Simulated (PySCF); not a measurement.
C2H7NOSi: NMR shielding calculation

System: C2H7NOSi, SMILES CC(=O)N[SiH3].
Method: GIAO KT2/pcSseg-2 NMR shielding, non-relativistic, gas phase (PySCF 2.14.0).

The geometry comes from this level: PBE0-D3(BJ)/def2-SVP. Figures and captions count atoms from 1; the log counts them from 0 in places.

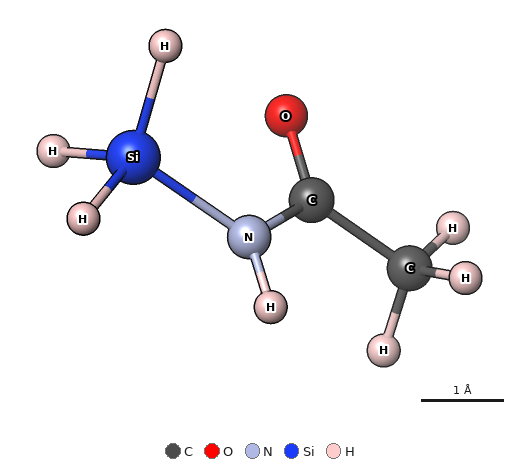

**Figure 1.** The input geometry (ball-and-stick view, seen at a tilt).

### Summary

- outcome: converged
- total energy: −505.901461 hartree
- HOMO: −6.29 eV
- LUMO: −0.88 eV
- dipole moment: 3.39 D
- isotropic shielding, C: 11.6 to 160.1 ppm
- isotropic shielding, O: −101.9 ppm
- isotropic shielding, N: 147.3 ppm
- isotropic shielding, Si: 418.3 ppm
- isotropic shielding, H: 26.4 to 29.4 ppm
- hardware: 1 CPU thread, shared host
- wall time: 44 s
- peak memory: 0.87 GiB

### The input
```
{"job": {"kind": "nmr", "xc": "KT2", "basis": "pcSseg-2", "pop": false}, "charge": 0, "multiplicity": 1}
C      1.959841     0.280049     0.250133
C      0.463852     0.352887     0.426474
O     -0.077156     1.048248     1.266133
N     -0.300646    -0.408391    -0.415560
Si    -2.058244    -0.307179    -0.214594
H      2.245465     0.628578    -0.754454
H      2.440294     0.913004     1.004460
H      2.314930    -0.756209     0.359116
H      0.154799    -0.988467    -1.109869
H     -2.483549    -0.786350     1.128344
H     -2.590552    -1.227743    -1.264284
H     -2.556270     1.072616    -0.464257
```

The first line tells a small driver script what to run in PySCF; the rest is the geometry in Å.

Launch command:
```bash
OMP_NUM_THREADS=1 python <driver script> task.json out
```

### Output
```
coarse grid: 10288 points
cycle   1  E = -505.6834673595  dE =  4.891e-01  |g| = 9.747e-01  |ddm| = 2.355e+00
cycle   2  E = -503.4797927494  dE =  2.204e+00  |g| = 2.886e+00  |ddm| = 5.203e+00
cycle   3  E = -505.7913389047  dE = -2.312e+00  |g| = 5.739e-01  |ddm| = 5.090e+00
cycle   4  E = -505.8577370508  dE = -6.640e-02  |g| = 2.811e-01  |ddm| = 5.387e-01
cycle   5  E = -505.8724657348  dE = -1.473e-02  |g| = 9.058e-02  |ddm| = 2.051e-01
cycle   6  E = -505.8742885133  dE = -1.823e-03  |g| = 2.634e-02  |ddm| = 8.234e-02
cycle   7  E = -505.8744540539  dE = -1.655e-04  |g| = 3.946e-03  |ddm| = 2.206e-02
cycle   8  E = -505.8744577192  dE = -3.665e-06  |g| = 1.271e-03  |ddm| = 4.976e-03
final grid: 94152 points
cycle   9  E = -505.9014431592  dE = -3.477e-04  |g| = 1.281e-02  |ddm| = 1.354e-01
cycle  10  E = -505.9014153475  dE =  2.781e-05  |g| = 1.499e-02  |ddm| = 1.563e-02
cycle  11  E = -505.9014476808  dE = -3.233e-05  |g| = 8.353e-03  |ddm| = 1.298e-02
cycle  12  E = -505.9014602890  dE = -1.261e-05  |g| = 2.171e-03  |ddm| = 6.093e-03
cycle  13  E = -505.9014614076  dE = -1.119e-06  |g| = 2.191e-04  |ddm| = 2.122e-03
cycle  14  E = -505.9014614156  dE = -8.008e-09  |g| = 9.594e-05  |ddm| = 2.938e-04
cycle  15  E = -505.9014614182  dE = -2.556e-09  |g| = 1.990e-05  |ddm| = 9.849e-05
cycle  16  E = -505.9014614183  dE = -8.242e-11  |g| = 6.250e-06  |ddm| = 1.598e-05
```

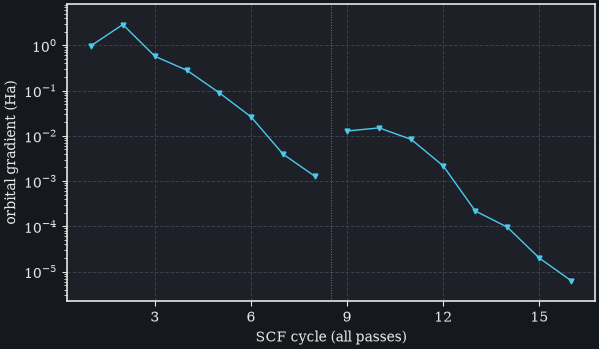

**Figure 2.** Convergence of the self-consistent field: orbital gradient against the SCF cycle. The dotted line marks the change from a coarse to the final integration grid. The first 8 cycles use a coarse grid, the final grid takes over at cycle 9, and the field converges after 16 cycles in all.

```
converged SCF energy = -505.9014614183

GIAO shielding tensors (ppm)
atom      isotropic    diamagn.    paramagn.     s11        s22        s33       span
  0 C      160.131     242.067     -81.936    135.620    152.600    192.172     56.552
  1 C       11.576     250.426    -238.850    -65.279      9.609     90.397    155.676
  2 O     -101.858     395.471    -497.329   -379.080   -199.152    272.659    651.738
  3 N      147.335     323.524    -176.189     54.965    151.707    235.332    180.367
  4 Si     418.348     879.908    -461.560    376.087    411.762    467.194     91.107
  5 H       29.114      29.335      -0.221     25.812     28.391     33.139      7.327
  6 H       29.436      28.073       1.363     25.918     28.065     34.324      8.407
  7 H       29.142      29.368      -0.227     25.750     28.517     33.158      7.408
  8 H       26.580      34.335      -7.754     20.927     27.399     31.415     10.489
  9 H       26.437      28.270      -1.833     23.416     24.605     31.290      7.873
 10 H       26.939      28.299      -1.360     24.367     25.411     31.038      6.671
 11 H       26.440      28.314      -1.873     23.423     24.622     31.276      7.853
```

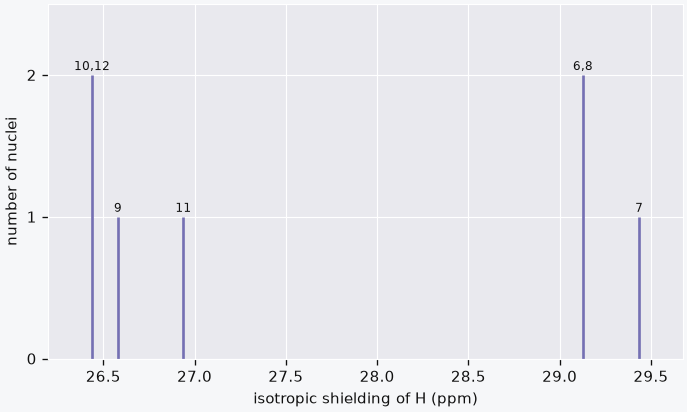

**Figure 3.** Isotropic shieldings of the hydrogen nuclei in this fixed geometry, labelled by atom number; shielding grows to the right, so chemical shift grows to the left. The least shielded is H10 (26.4 ppm), the most shielded H7 (29.4 ppm).
